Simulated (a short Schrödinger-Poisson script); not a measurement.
Stack: MOS inversion layer, SiO2 on p-type Si(100), at 300 K.

```
layer  material  thickness (nm)  Na (cm⁻³)
-----  --------  --------------  ---------
1          SiO2             1.4          -
2            Si             740     3.4e17
```

The device is made up for the run: typed textbook-type constants, with dimensions and the other settings drawn at random. SiO2: permittivity 3.9, conduction-band edge (eV) 3.15, gap (eV) 9, electron mass (mₑ) 0.5. Si: permittivity 11.7, conduction-band edge (eV) 0, gap (eV) 1.124, Nv at 300 K (cm⁻³) 3.1e19.

Channel valleys (confinement mass, in-plane density-of-states mass, number): Δ2 0.916, 0.19, 2; Δ4 0.19, 0.417, 4. At the gate the conduction-band edge of layer 1 lies 3.67 eV − eVg above the Fermi level of the channel; the field vanishes at the back. Gaps are held at their typed values at every temperature. Mesh 0.03 nm at interfaces.

Solved with a short Schrödinger-Poisson script written for these runs: 1D Poisson equation in equilibrium, electrons quantum, Hartree (BenDaniel-Duke, 12 states a valley, the channel's in-plane mass for all, wave functions ending at the dielectric), parabolic valleys, classical holes, full ionisation, no traps, pinning or gate leakage.

Only gate voltages with over 1e8 electrons/cm² are shown.

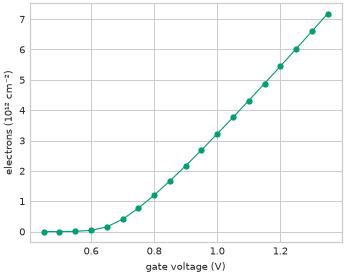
Sheet density against gate voltage

```tsv
Vg (V)	electrons (cm⁻²)	C (μF/cm²)	Δ2 E0 (meV)	Δ2 E1 (meV)	Δ4 E0 (meV)	Δ4 E1 (meV)
0.45	2.47e8	0.177	266.3	321.2	316.9	407.2
0.55	7.59e9	0.204	176.7	233.9	229.4	323.6
0.65	1.55e11	0.691	97.4	157.3	152.8	250.5
0.75	7.69e11	1.33	53.4	117.7	113.2	214.1
0.85	1.67e12	1.58	30.2	99.5	95.2	198.6
0.95	2.69e12	1.69	14.5	88.8	84.7	190.3
1.05	3.76e12	1.77	2.2	81.4	77.4	185.0
1.15	4.88e12	1.81	-8.1	75.7	71.9	181.2
1.25	6.02e12	1.85	-17.2	71.1	67.4	178.3
1.35	7.18e12	1.88	-25.5	67.1	63.6	175.9
```

Subbands count from the Fermi level.
